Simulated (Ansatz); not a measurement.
Take CsBr in the CsCl type structure (space group Pm-3m, No. 221; a = 4.242 Å) as the base.

Structures relaxed with Ansatz (a program for electronic structure), PBEsol, PAW, cutoff 420 eV, without spin-orbit coupling.

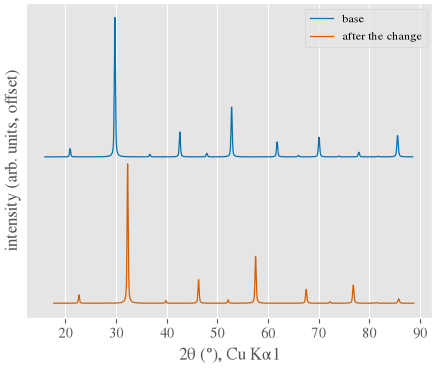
Figure: Simulated powder patterns before (top) and after one change

Which of these changes matches the shifts?
A. pressure 7 GPa
B. pressure 50 GPa
C. pressure 15 GPa
D. pressure −2 GPa

A, pressure 7 GPa. Its volume per atom is 30.10 Å³ against 38.17 Å³, and its space group is Pm-3m (No. 221).

Load acts through the strain it causes; cell and atoms are relaxed under it. No phonon test of stability was made. No other phases were tried under pressure.
